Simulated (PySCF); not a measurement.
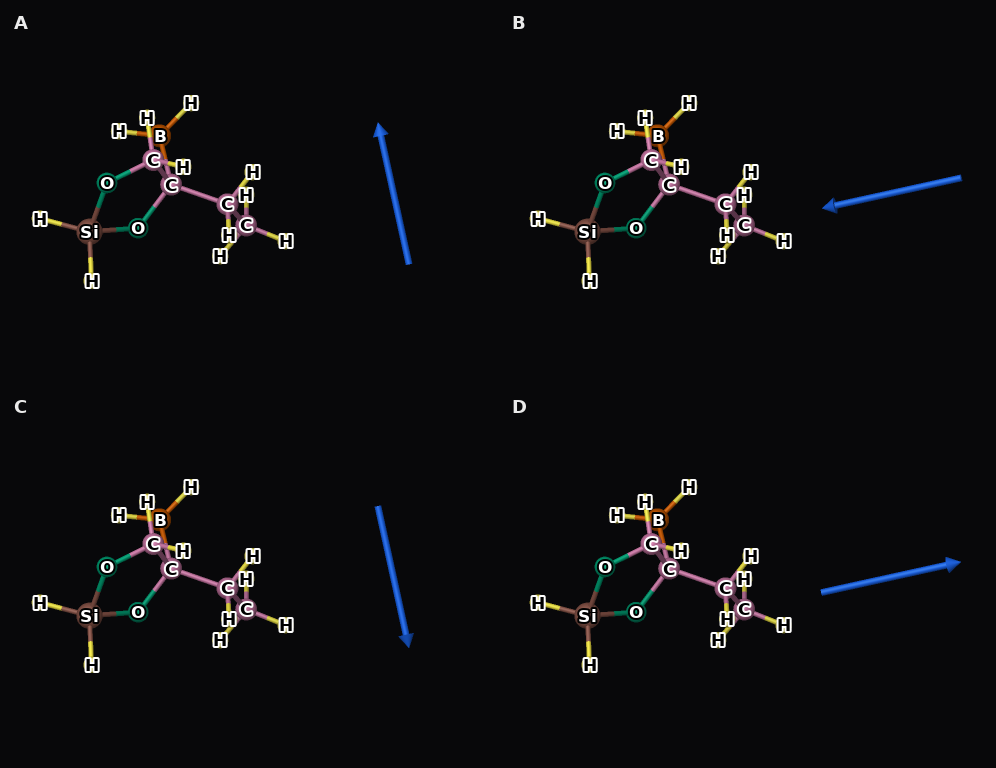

The same molecule four times, each with an arrow. The geometry was computed by an optimisation with GFN2-xTB. No frequency run is at hand to confirm it as a minimum. Method: PBE0/pcSseg-1, gas phase (PySCF 2.14.0).

> Which arrow points along the dipole moment, from the negative to the positive end?

D. The dipole moment is 0.89 D.

The geometry is semi-empirical. Around B, Si such bond lengths and angles can be off by a tenth of an ångström or more and by several degrees, and values that hang on the shape move with them.
